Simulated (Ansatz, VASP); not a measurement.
# Cross-check of H4BrN between VASP and Ansatz

Aim: how closely do two programs agree when they are given the same cell, functional and k mesh?

Program: Ansatz 0.2.0. Level of theory: plane waves, with VASP 6.6.1 beside it; single point at LDA. Results are calculated unless marked as measured.

## 1. Starting point

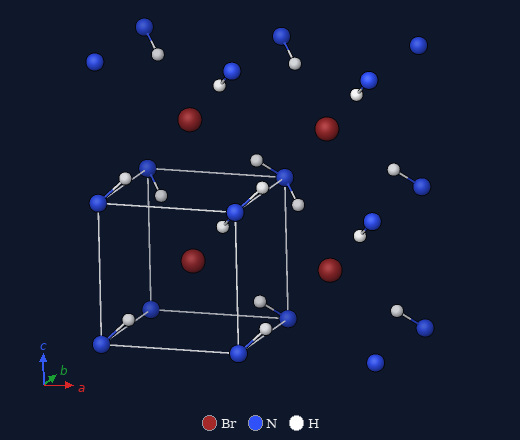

The cell as given, slightly off an axis (bromine red, nitrogen blue, hydrogen white). 2×1×2 cells are drawn. Bonds to atoms that aren't drawn are left out. Some periodic images of atoms are drawn too.

As a file:

```xyz
6
Lattice="4.0000 0.0000 0.0000 0.0000 4.0000 0.0000 0.0000 0.0000 4.0000" Properties=species:S:1:pos:R:3 pbc="T T T"
Br    2.0000    2.0000    2.0000
N     0.0000    0.0000    0.0000
H     0.5920    0.5920    0.5920
H     0.5920    3.4080    3.4080
H     3.4080    3.4080    0.5920
H     3.4080    0.5920    3.4080
```

## 2. VASP: single point, LDA

A single point gives forces, pressure and levels at one fixed geometry, so differences don't come from the geometry; what else differs is listed under the comparison.

Lines of VASP's logs that name or quote its potential files are left out, and so is its time.

INCAR

```
SYSTEM = H4BrN
PREC = Accurate
ENCUT = 520
EDIFF = 1E-07
NELM = 100
ISMEAR = 0
SIGMA = 0.01
LREAL = .FALSE.
ALGO = Normal
GGA = CA
NBANDS = 14
LORBIT = 11
LWAVE = .FALSE.
LCHARG = .FALSE.
KPAR = 2
```

POSCAR

```
H4BrN
1.0
    4.0000000000      0.0000000000      0.0000000000
    0.0000000000      4.0000000000      0.0000000000
    0.0000000000      0.0000000000      4.0000000000
Br N H
1 1 4
Direct
    0.5000000000      0.5000000000      0.5000000000
    0.0000000000      0.0000000000      0.0000000000
    0.1480000000      0.1480000000      0.1480000000
    0.1480000000      0.8520000000      0.8520000000
    0.8520000000      0.8520000000      0.1480000000
    0.8520000000      0.1480000000      0.8520000000
```

KPOINTS

```
Automatic mesh
0
Gamma
6 6 6
0 0 0
```

Potentials, in the order of the species: Br, N and H (PBE family, release 64).

Launch:

```sh
$ mpirun -np 2 vasp_std
```

Numbers of over 12 decimals in the logs are rounded to 6 here.

Log:

```text
[banner, memory and clock lines left out]
running    2 mpi-ranks, on    1 nodes
 distrk:  each k-point on    1 cores,    2 groups
 distr:  one band on    1 cores,    1 groups

 POSCAR found type information on POSCAR BrN H
 POSCAR found :  3 types and       6 ions
|                                                                             |
|               ----> ADVICE to this user running VASP <----                  |
|                                                                             |
|     You enforced a specific xc type in the INCAR file but a different       |
|     [... a line on the potential file left out ...]
|     I HOPE YOU KNOW WHAT YOU ARE DOING!                                     |
|                                                                             |

 LDA part: xc-table for (Slater(with rela. corr.)+CA(PZ))
 , standard interpolation
 POSCAR, INCAR and KPOINTS ok, starting setup
 FFT: planning ... GRIDC
 FFT: planning ... GRID_SOFT
 FFT: planning ... GRID
 WAVECAR not read
 entering main loop
       N       E                     dE             d eps       ncg     rms          rms(c)
DAV:   1     0.578668302212E+02    0.57867E+02   -0.67174E+03   560   0.974E+02
DAV:   2    -0.241037909066E+02   -0.81971E+02   -0.76333E+02   760   0.179E+02
DAV:   3    -0.297609506903E+02   -0.56572E+01   -0.56319E+01   716   0.520E+01
DAV:   4    -0.298054146642E+02   -0.44464E-01   -0.44458E-01   638   0.558E+00
DAV:   5    -0.298057544372E+02   -0.33977E-03   -0.33977E-03   710   0.457E-01    0.860E+00
DAV:   6    -0.279830688302E+02    0.18227E+01   -0.37760E+00   686   0.144E+01    0.397E+00
DAV:   7    -0.278763447365E+02    0.10672E+00   -0.34869E-01   608   0.443E+00    0.249E+00
DAV:   8    -0.278469719659E+02    0.29373E-01   -0.50554E-02   698   0.168E+00    0.303E-01
DAV:   9    -0.278453241857E+02    0.16478E-02   -0.59842E-03   734   0.701E-01    0.118E-01
DAV:  10    -0.278454513205E+02   -0.12713E-03   -0.87948E-04   584   0.252E-01    0.596E-02
DAV:  11    -0.278454407921E+02    0.10528E-04   -0.24996E-05   644   0.438E-02    0.388E-02
DAV:  12    -0.278454438086E+02   -0.30165E-05   -0.48015E-05   662   0.457E-02    0.115E-02
DAV:  13    -0.278454422457E+02    0.15629E-05   -0.59370E-06   656   0.188E-02    0.277E-03
DAV:  14    -0.278454423330E+02   -0.87269E-07   -0.30512E-07   596   0.527E-03
   1 F= -.27845442E+02 E0= -.27845442E+02  d E =-.231470E-52
```

From OUTCAR (step 2):

```text
ion  position               nearest neighbor table
   1  0.500  0.500  0.500-
   2  0.000  0.000  0.000-   3 1.03   4 1.03   5 1.03   6 1.03
   3  0.148  0.148  0.148-   2 1.03
   4  0.148  0.852  0.852-   2 1.03
   5  0.852  0.852  0.148-   2 1.03
   6  0.852  0.148  0.852-   2 1.03

  LATTYP: Found a simple cubic cell.
 ALAT       =     4.0000000000

 Subroutine GETGRP returns: Found 24 space group operations
 (whereof 24 operations were pure point group operations)

The static configuration has the point symmetry T_d .

 Found     20 irreducible k-points:

   k-points           NKPTS =     20   k-points in BZ     NKDIM =     20   number of bands    NBANDS=     14

   dimension x,y,z NGX =    30 NGY =   30 NGZ =   30
   dimension x,y,z NGXF=    60 NGYF=   60 NGZF=   60

   ENCUT  =  520.0 eV  38.22 Ry    6.18 a.u.   7.44  7.44  7.44*2*pi/ulx,y,z

   NELECT =      16.0000    total number of electrons

 k-points in reciprocal lattice and weights: Automatic mesh
   0.00000000  0.00000000  0.00000000       0.005
   0.16666667  0.00000000  0.00000000       0.028
   0.33333333  0.00000000  0.00000000       0.028
   0.50000000  0.00000000  0.00000000       0.014
   0.16666667  0.16666667  0.00000000       0.056
   0.33333333  0.16666667  0.00000000       0.111
   0.50000000  0.16666667  0.00000000       0.056
   0.33333333  0.33333333  0.00000000       0.056
   0.50000000  0.33333333  0.00000000       0.056
[...]
0.50000000  0.50000000  0.33333333       0.028
   0.50000000  0.50000000  0.50000000       0.005

 average (electrostatic) potential at core
       1 -63.7956       2 -70.0704       3 -38.4367       4 -38.4367       5 -38.4367
       6 -38.4367

 E-fermi :  -0.4771

 k-point     1 :       0.0000    0.0000    0.0000
  band No.  band energies     occupation
    ...
      4      -8.0816      2.00000
      5      -8.0816      2.00000
      6      -0.6713      2.00000
      7      -0.6713      2.00000
      8      -0.6713      2.00000
      9       3.3654      0.00000
     10       6.0290      0.00000
     11       6.0290      0.00000
     12       9.1495      0.00000
     13       9.1495      0.00000
    ...

 k-point     2 :       0.1667    0.0000    0.0000
  band No.  band energies     occupation
    ...
      4      -8.0603      2.00000
      5      -8.0603      2.00000
      6      -1.2655      2.00000
      7      -0.7035      2.00000
      8      -0.7035      2.00000
      9       4.0362      0.00000
     10       6.2838      0.00000
     11       6.6674      0.00000
     12       9.0152      0.00000
     13       9.0152      0.00000
    ...

 k-point     3 :       0.3333    0.0000    0.0000
  band No.  band energies     occupation
    ...
      4      -8.0171      2.00000
      5      -8.0171      2.00000
      6      -2.1507      2.00000
      7      -0.7708      2.00000
      8      -0.7708      2.00000
      9       5.2828      0.00000
     10       7.0457      0.00000
     11       7.6336      0.00000
     12       8.8687      0.00000
     13       8.8687      0.00000
    ...

  Total        0.4239989      0.4239989      0.4239989     -0.0000000      0.0000000     -0.0000000
  in kB       10.6143984     10.6143984     10.6143984     -0.0000000      0.0000000     -0.0000000
  external PRESSURE =      10.6143984 kB  Pullay stress =       0.0000000 kB

  energy-cutoff  :      520.00
  volume of cell :       64.00
      direct lattice vectors                 reciprocal lattice vectors
     4.000000000  0.000000000  0.000000000     0.250000000  0.000000000  0.000000000
     0.000000000  4.000000000  0.000000000     0.000000000  0.250000000  0.000000000
     0.000000000  0.000000000  4.000000000     0.000000000  0.000000000  0.250000000

 POSITION                                       TOTAL-FORCE (eV/Angst)
 -----------------------------------------------------------------------------------
      2.00000      2.00000      2.00000        -0.000000      0.000000     -0.000000
      0.00000      0.00000      0.00000        -0.000000      0.000000     -0.000000
      0.59200      0.59200      0.59200         0.544461      0.544461      0.544461
      0.59200      3.40800      3.40800         0.544461     -0.544461     -0.544461
      3.40800      3.40800      0.59200        -0.544461     -0.544461      0.544461
      3.40800      0.59200      3.40800        -0.544461      0.544461     -0.544461
 -----------------------------------------------------------------------------------
    total drift:                               -0.000000     -0.000000      0.000000

  FREE ENERGIE OF THE ION-ELECTRON SYSTEM (eV)
  ---------------------------------------------------
  free  energy   TOTEN  =       -27.8454423330 eV

  energy  without entropy=      -27.8454423330  energy(sigma->0) =      -27.84544233

 total charge
# of ion       s       p       d       tot
------------------------------------------
    1        1.596   3.246   0.004   4.845
    2        1.225   2.867   0.000   4.092
    3        0.598   0.086   0.000   0.685
    4        0.598   0.086   0.000   0.685
    5        0.598   0.086   0.000   0.685
    6        0.598   0.086   0.000   0.685
--------------------------------------------------
tot          5.213   6.459   0.004  11.675

[... 3 further parts left out ...]
```

The run ends at a pressure of 1.06 GPa, with forces up to 0.94 eV/Å.

## 3. Ansatz: single point, LDA

Ansatz runs on its default PAW (the set named soft_2) files.

The same cell, functional (in two slightly different forms), mesh and smearing now go to Ansatz, which takes its cutoff from its data sets.

input.yaml

```yaml
crystal:
  lattice:
    - [4.0, 0.0, 0.0]
    - [0.0, 4.0, 0.0]
    - [0.0, 0.0, 4.0]
  atoms:
    - { symbol: Br, position: [0.5, 0.5, 0.5] }
    - { symbol: "N", position: [0.0, 0.0, 0.0] }
    - { symbol: H, position: [0.148, 0.148, 0.148] }
    - { symbol: H, position: [0.148, 0.852, 0.852] }
    - { symbol: H, position: [0.852, 0.852, 0.148] }
    - { symbol: H, position: [0.852, 0.148, 0.852] }
hamiltonian:
  xc: lda
  pseudopotentials: { kind: paw }
kpoints:
  mp_grid: { grid: [6, 6, 6] }
scf:
  occupations: { method: gaussian, width: 0.01 }
  n_extra_bands: 5
output:
  forces: true
  stress: true
  eigenvalues: true
```

Launch:

```sh
$ ansatz run input.yaml --threads 4 --pin off --max-ram 9216MiB --backend cpu --events-out ev --progress --plain --runs-dir out
```

Log:

```text
scf.n_extra_bands = 5 over 8 filled bands (N_el = 16.0): the run solves 13 bands
Engine: ansatz 0.2.0, aarch64-unknown-linux-gnu
Pseudopotentials: kind: paw
Pseudopotential: Br, paw, valence charge 7, recommended cutoff 420 eV (normal), Br.paw.azcp
Pseudopotential: N, paw, valence charge 5, recommended cutoff 420 eV (normal), N.paw.azcp
Pseudopotential: H, paw, valence charge 1, recommended cutoff 420 eV (normal), H.paw.azcp
Functional definition: SPW92
  exchange = slater_x
  correlation = pw_c
Crystal: 6 atoms, lattice volume = 64.000 Å³
Basis set: ecut = 420 eV, 1237 PW (Γ)
Bands: 13, of which v1, the nominal top of the filled ones, is band 8 counted from 1 (7 counted from 0)
Symmetry: 24 space group operations
Space group: P-43m (ITA 215), of the structure as read, at distance tolerance 4.0e-5 Å
k-points: 20 of 216 (time reversal used)
Non-local potential: Br, projectors of the file, l = 0: 2, l = 1: 2, l = 2: 2
Non-local potential: N, projectors of the file, l = 0: 2, l = 1: 2, l = 2: 1
Non-local potential: H, projectors of the file, l = 0: 2, l = 1: 1
PAW form: soft (Blöchl's): semilocal exchange-correlation on the pseudo side does not see the compensation charge
PAW frozen core: Br, regenerated for the run's functional, and the local potential with it (the file was generated under x = pbe(κ = 0.804, μ = 0.219515), c = pbe(β = 0.066725))
PAW frozen core: N, regenerated for the run's functional, and the local potential with it (the file was generated under x = pbe(κ = 0.804, μ = 0.219515), c = pbe(β = 0.066725))
PAW one-centre angular grid: Br, 110 points (default); XC on 64 Gauss nodes
PAW one-centre angular grid: N, 110 points (default); XC on 64 Gauss nodes
PAW one-centre angular grid: H, 110 points (default); XC on 64 Gauss nodes
Initial density: superposition of atomic densities (neutral atoms: chi_scale 0, normalization atom), corrected by the library's trained network
Initial wavefunctions: pseudopotential atomic-orbital guess
Functional: x = slater, c = lda
SCF iter   1: F=—  HF=-3133.583087 eV  |F-HF|=—  |Δ(HF+E_count)|=         —  Δρ=7.73e-3  dr2=1.85e-2  ethr=1.77e-3  ⟨swp⟩=6.8  Hψ=1748  notcnv=0
preconditioner: auto → none  [insulator: Δε(μ)=3.912 eV  Ē_g=14.936 eV  σ=0.010 eV  W_gap=1.00  n_scr=6 (ndim 8)  ℏωp=18.6 eV  f_vac=0.000  D(μ)=0.00/eV (n_scr^D=0)  ε∞_Penn≈2.5]
SCF iter   2: F=—  HF=-3133.578623 eV  |F-HF|=—  |Δ(HF+E_count)|=   4.46e-3  Δρ=3.11e-3  dr2=3.58e-3  ethr=1.16e-4  ⟨swp⟩=2.8  Hψ=564  notcnv=0  defer=16
SCF iter   3: F=—  HF=-3133.577931 eV  |F-HF|=—  |Δ(HF+E_count)|=   6.92e-4  Δρ=1.61e-3  dr2=1.41e-3  ethr=2.24e-5  ⟨swp⟩=2.8  Hψ=486  notcnv=0  defer=20
SCF iter   4: F=—  HF=-3133.577497 eV  |F-HF|=—  |Δ(HF+E_count)|=   4.34e-4  Δρ=1.25e-4  dr2=4.41e-6  ethr=8.83e-6  ⟨swp⟩=2.1  Hψ=465  notcnv=0  defer=20
SCF iter   5: F=—  HF=-3133.577497 eV  |F-HF|=—  |Δ(HF+E_count)|=   1.71e-7  Δρ=4.87e-5  dr2=1.20e-6  ethr=2.76e-8  ⟨swp⟩=2.5  Hψ=434  notcnv=0  defer=20
SCF iter   6: F=—  HF=-3133.577497 eV  |F-HF|=—  |Δ(HF+E_count)|=   3.49e-7  Δρ=1.68e-5  dr2=1.23e-7  ethr=7.48e-9  ⟨swp⟩=2.6  Hψ=405  notcnv=0  defer=20
SCF iter   7: F=-3133.577497 eV  HF=-3133.577497 eV  |F-HF|=2.83e-10  |Δ(HF+E_count)|=   3.42e-8  Δρ=1.92e-6  dr2=8.10e-10  ethr=6.25e-10  ⟨swp⟩=9.1  Hψ=1142  notcnv=0
SCF 1 converged in 7 iterations: F = -3133.577497 eV  dr2 = 8.10e-10
  greatest PAW one-centre occupation: 0.911 electrons in one spin orbital (limit 2), on the Br atom at site 0 (counted from 0), in its partial waves of l = 0
SCF converged after 7 iterations
Free energy (F): -3133.577497 eV
Harris-Foulkes:  -3133.577497 eV  (|F-HF|=2.83e-10)
Internal energy: -3133.577497 eV  (E = F + TS)
E sigma→0 (E₀):  -3133.577497 eV
Fermi energy:    2.864377 eV
--- Per-component energies (eV) ---
  E_band       = -97.446810
  E_kinetic    = 320.322243
  E_local      = -643.232546  (includes V_loc(G=0)·N_el)
  E_nonlocal   = 126.133287
  E_hartree    = 180.317043
  E_xc         = -354.560462
  E_vxc        = -225.084630  (∫ρ·V_xc dr)
  E_paw        = -2282.072742  (= ΣΔE_a)
  E_vpaw       = -36.214867  (= ΣTr[D̂ρ^β])
  E_aug_tail   = -0.004675  (compensation charges beyond the density's cutoff)
  E_ewald      = -480.766200
  E_core_change = 0.286555  (= ΣΔE_core)
  E_smearing   = -0.000000  (= −TS)
  E_closure    = 0.000000  (closes the sum)
  Σ components = -3133.577497   (vs F -3133.577497, Δ=0.00e0)
--- Forces (eV/Å), atoms counted from 1 ---
  atom   1  Br     0.00000000    -0.00000000     0.00000000
  atom   2  N     -0.00000000     0.00000000     0.00000000
  atom   3  H      0.52601428     0.52601428     0.52601428
  atom   4  H      0.52601428    -0.52601428    -0.52601428
  atom   5  H     -0.52601428    -0.52601428     0.52601428
  atom   6  H     -0.52601428     0.52601428    -0.52601428
  max |Σ_I F_I| component: 2.22e-16 eV/Å
--- Stress (GPa, compression-positive) ---
        1.098058      -0.000000      -0.000000
       -0.000000       1.098058      -0.000000
       -0.000000      -0.000000       1.098058
  P = ⅓ Tr σ = 1.0981 GPa (10.981 kbar)
--- Band table (eV; the first three rows and the last of 20) ---
  k-point 0: bands = [... 4 lower, -6.6058, 0.8101, 0.8101, 0.8101, 4.8309, 7.5269, 7.5269, 10.6446, ... 1 higher]
  k-point 1: bands = [... 4 lower, -6.5850, 0.2170, 0.7780, 0.7780, 5.5027, 7.7817, 8.1617, 10.5093, ... 1 higher]
  k-point 2: bands = [... 4 lower, -6.5417, -0.6654, 0.7111, 0.7111, 6.7539, 8.5437, 9.1131, 10.3614, ... 1 higher]
  k-point 19: bands = [... 4 lower, -6.8418, -0.5969, -0.5969, -0.5969, 8.5128, 8.5128, 8.5128, 10.9435, ... 1 higher]
```

Elapsed: 0.65 s, on 4 threads of Arm Neoverse V1, shared host; peak memory 0.3 GiB; 2 s of CPU time.

In the SCF lines HF is the Harris–Foulkes energy and dr2 the Hartree energy of the density residual, in eV; the loop may stop once dr2 is under the threshold and the program's other checks hold. Hψ counts applications of the Hamiltonian.

The run ends at a pressure of 1.10 GPa, with forces up to 0.91 eV/Å.

## 4. Comparison

Known differences besides the PAW data sets themselves: the two LDA forms differ slightly; the cutoff is 420 eV in Ansatz and 520 eV in VASP; Ansatz makes its cores anew for this functional, VASP keeps those of its PBE data sets. Total energies have different zeros and are not compared.

Compared:

| quantity | Ansatz | VASP | difference |
| --- | --- | --- | --- |
| pressure (GPa) | 1.10 | 1.06 | +0.04 |
| gap on the k mesh (eV) | 3.933 | 3.948 | -0.015 |

Forces (eV/Å; atoms numbered as in POSCAR):

| atom | Ansatz x, y, z | VASP x, y, z |
| --- | --- | --- |
| Br1 | 0.000, 0.000, 0.000 | 0.000, 0.000, 0.000 |
| N2 | 0.000, 0.000, 0.000 | 0.000, 0.000, 0.000 |
| H3 | 0.526, 0.526, 0.526 | 0.544, 0.544, 0.544 |
| H4 | 0.526, -0.526, -0.526 | 0.544, -0.544, -0.544 |
| H5 | -0.526, -0.526, 0.526 | -0.544, -0.544, 0.544 |
| H6 | -0.526, 0.526, -0.526 | -0.544, 0.544, -0.544 |

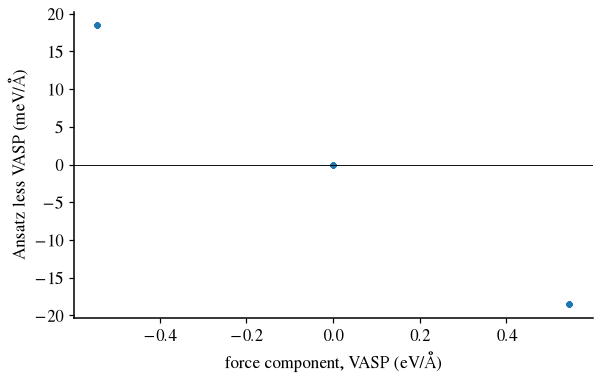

Difference of the force components against their size.

The forces differ by 15 meV/Å r.m.s., which is 3.4 % of the r.m.s. force of 0.44 eV/Å (both taken over all components). Ansatz's pressure holds a Pulay correction of 0.39 GPa; VASP's holds none.

## 5. What moves the difference

The difference is large enough to ask for its cause, so further runs change the set-up of one program at a time, as the table lists.

| run | r.m.s. force difference (% of the r.m.s. force) |
| --- | --- |
| as above | 3.4 |
| cores kept as stored, as VASP does, whose cores stay as stored | 2.7 |
| Ansatz's all-electron LAPW method | 3.1 |
| Ansatz's larger PAW set (cutoff 1000 eV) | 2.9 |
| norm-conserving potentials (cutoff 1143 eV) | 9.6 |

## 6. Results

- r.m.s. force difference (single point, LDA): 3.4 % of the r.m.s. force

**Reading.** The r.m.s. force difference is 3.4 % of the r.m.s. force (single point, LDA), beyond the 3 % picked in this series as the mark of a large difference. For single point, LDA: no further run halves the r.m.s. force difference (one raises it to 9.6 % of the r.m.s. force); only Ansatz's side was varied. The all-electron run, which needs no data set, lies 3.1 % of the r.m.s. force from VASP, against 3.4 for Ansatz's PAW result. How closely two codes agree says nothing of how well the functional describes the real material.

[Lines on the potential files, build, host, timing and source positions are cut from VASP's logs without a mark.]

[Logs are printed without paths, hosts, clocks, repeated set-up lines and the standing remarks that a program may print on its own settings, such as how far it seeks lower states.]

[Hosts, paths, dates, database ids (printed as entryN), source tags and the programs' standing remarks are cut or masked in the printed files.]
